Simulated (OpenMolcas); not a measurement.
**How methods differ on AlH2Cl (SMILES [H][Al]([H])[Cl])**

AlH2Cl has 4 atoms, charge 0, and is taken as a singlet. As SMILES, `[H][Al]([H])[Cl]`. The shape comes from GFN2-xTB, which is rough for such elements, and wasn't checked as a minimum.

Quantity: the vertical energy of the triplet above the singlet, in eV. The values are calculated.

```
                             level                kind     program  value (eV)  less FCI/STO-3G  CPU time (all runs)
                      SVWN5/STO-3G                 LDA  OpenMolcas        7.11            -1.22                8.4 s
                        PBE/STO-3G                 GGA  OpenMolcas        7.16            -1.17                9.8 s
                     r2SCAN/STO-3G            meta-GGA  OpenMolcas        7.39            -0.94                 13 s
                      B3LYP/STO-3G       global hybrid  OpenMolcas        7.59            -0.74                 10 s
                       PBE0/STO-3G       global hybrid  OpenMolcas        7.60            -0.73                8.9 s
                CASSCF(2,2)/STO-3G      multireference  OpenMolcas        9.09            +0.76                4.3 s
                  MRCI(2,2)/STO-3G      multireference  OpenMolcas        8.42            +0.09                3.7 s
FCI/STO-3G, open shells restricted  exact in the basis  OpenMolcas        8.33             0.00                8.7 s
```

FCI/STO-3G, open shells restricted is exact within its basis and frozen core, so for wave-function methods in that basis the difference is their error; functionals converge differently with the basis, so for them it is only a difference. The values span 7.11 to 9.09 eV. A triplet this far above the singlet is often a Rydberg-like or dissociative state; sets without diffuse functions put Rydberg states too high. All rows use very small basis sets, so even the best lies far from the true value. CPU times are rough (shared hosts, several kinds of processor): they show what a rung costs within a factor of a few.

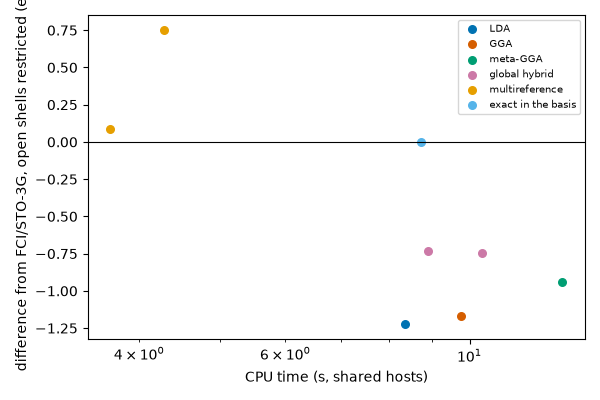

Difference from FCI/STO-3G, open shells restricted against processor time, one point a level.
